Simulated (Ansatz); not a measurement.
The calculation's input:

```
crystal:
  periodic: [false, false, false]
  atoms:
    - symbol: C
      position_ang: [-3.009078, -0.885837, 0.351779]
    - symbol: C
      position_ang: [-2.087649, -0.090911, 1.212430]
    - symbol: C
      position_ang: [-2.276163, 1.104176, 1.807817]
    - symbol: C
      position_ang: [-1.028948, 1.531275, 2.482566]
    - symbol: C
      position_ang: [-0.072764, 0.604623, 2.293832]
    - symbol: C
      position_ang: [-0.664561, -0.565600, 1.528644]
    - symbol: C
      position_ang: [-0.639451, -1.857918, 2.345181]
    - symbol: F
      position_ang: [0.031776, -0.813756, 0.339843]
    - symbol: H
      position_ang: [-3.235692, -1.873000, 0.793450]
    - symbol: H
      position_ang: [-3.960921, -0.361033, 0.183861]
    - symbol: H
      position_ang: [-2.538762, -1.082554, -0.627482]
    - symbol: H
      position_ang: [-3.196884, 1.691206, 1.785168]
    - symbol: H
      position_ang: [-0.922148, 2.463926, 3.040279]
    - symbol: H
      position_ang: [0.954690, 0.617752, 2.659159]
    - symbol: H
      position_ang: [-1.182158, -1.733860, 3.294041]
    - symbol: H
      position_ang: [-1.103969, -2.676389, 1.773245]
    - symbol: H
      position_ang: [0.401686, -2.139482, 2.565159]
basis:
  gaussian: {orbitals: def2-SVPD}
output: {forces: true, orbitals: {seedname: orbitals}}
hamiltonian: {xc: pbe0}
```

Command:

```sh
ansatz run input.yaml --threads 4 --pin off --max-ram 7830MiB --events-out events.jsonl --progress --plain --runs-dir runs
```

Geometry: B3LYP/def2-SVP.

Method: isolated molecule in a Gaussian basis; Kohn-Sham density functional theory, functional PBE0 (Ansatz).

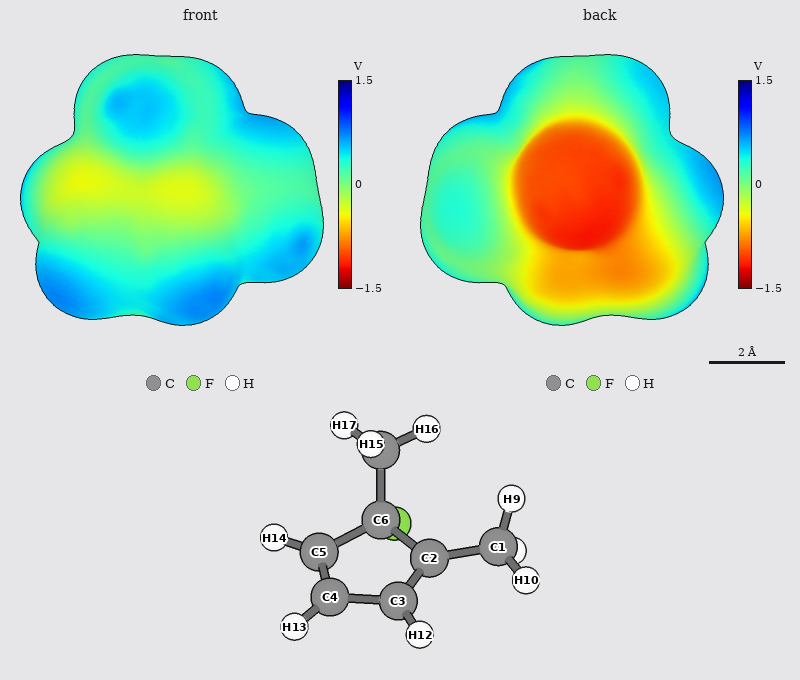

C₇H₉F. The electrostatic potential painted on the density surface at 0.001 e/bohr³, seen from the front and from behind; red is negative and blue positive. The bare structure is drawn below in the same view.

Describe the electrostatic potential map.

The most negative region (about −1.1 V, or −25 kcal/mol for a unit charge) lies over F8, the most positive (about +0.7 V, or +16 kcal/mol for a unit charge) over H12 and H13.

How polar is the molecule by this calculation?

Its dipole moment is 1.84 D.
